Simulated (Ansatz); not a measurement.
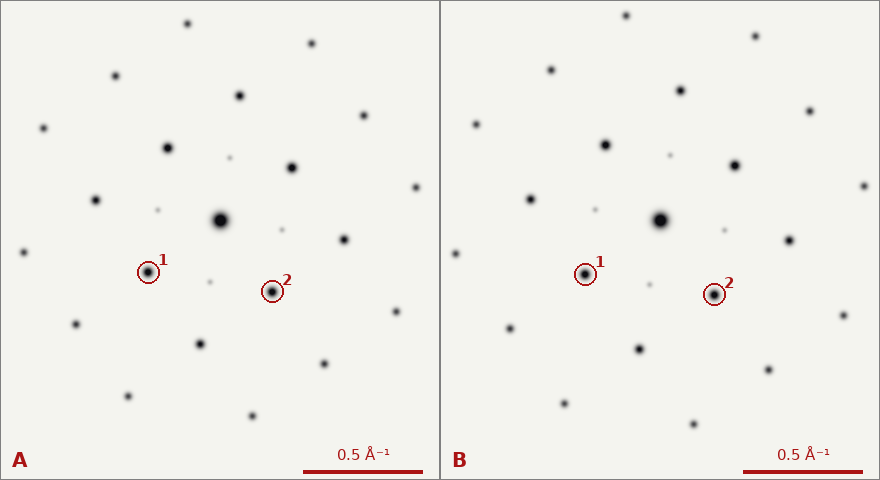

Kinematic electron diffraction patterns (200 kV, B = 0.5 Å², same scale) along [001] of the run's own cell, for the start and the end of one relaxation of BiBr2 with Ansatz 0.2.0, DFT PBE, scalar-relativistic, plane waves, PAW. k mesh 8×8×6. The start is a generated model structure, and the relaxation ends in the nearest stationary point of its symmetry, not necessarily the ground state. Spot 1 is -2 0 0 and spot 2 is 0 -2 0 in both.

Start structure:

```yaml
crystal:
  lattice:
    - [5.11283, 0.00000, 0.00000]
    - [0.00000, 5.11283, 0.00000]
    - [0.00000, 0.00000, 7.36050]
  atoms:
    - { symbol: Bi, position: [0.00000, 0.00000, 0.00000] }
    - { symbol: Bi, position: [0.50000, 0.50000, 0.50000] }
    - { symbol: Br, position: [0.00000, 0.50000, 0.20300] }
    - { symbol: Br, position: [0.00000, 0.50000, 0.70300] }
    - { symbol: Br, position: [0.50000, 0.00000, 0.29700] }
    - { symbol: Br, position: [0.50000, 0.00000, 0.79700] }
```

### Which pattern belongs to the start structure, and which to the relaxed one?

B is the start: its cell gives d(1) = 2.556 Å, d(2) = 2.556 Å and an angle of 90.0°. A is the relaxed structure, with d(1) = 2.663 Å (+4.2 %), d(2) = 2.663 Å (+4.2 %) and 90.0°.

### What did the relaxation do to the structure and the energy?

The volume changed by +24.6 % to 39.94 Å³ an atom; with the mean shift removed, the atoms moved by up to 0.60 Å relative to the cell (Br most); the space group stayed P4_2/nmc (No. 137); the free energy fell by 99 meV an atom. Relaxed cell: a = 5.325 Å, b = 5.325 Å, c = 8.451 Å, α = 90.00°, β = 90.00°, γ = 90.00°.
